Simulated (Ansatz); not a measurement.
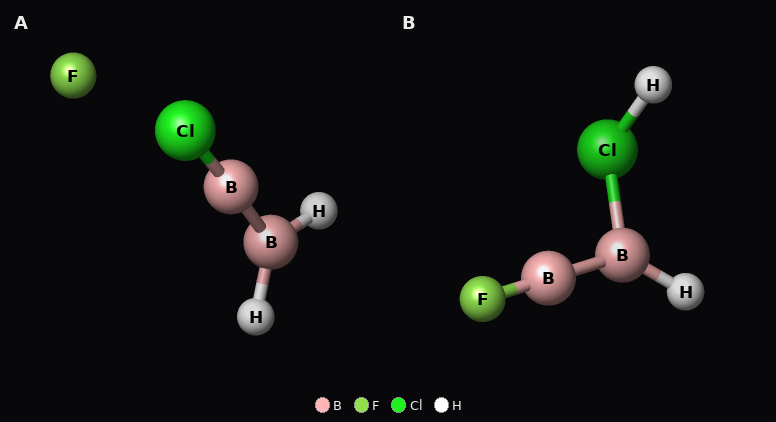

2 stationary structures of one formula. Geometries: PBE-D4/def2-SVP. Electronic energies: PBE-D4/def2-SVP (Ansatz 0.2.0), without zero-point energy. No frequency run is at hand to confirm each as a minimum.

Rank them by energy, lowest first.

Answer. B is lowest (C1); A lies 38.9 kcal/mol above it (Cs).
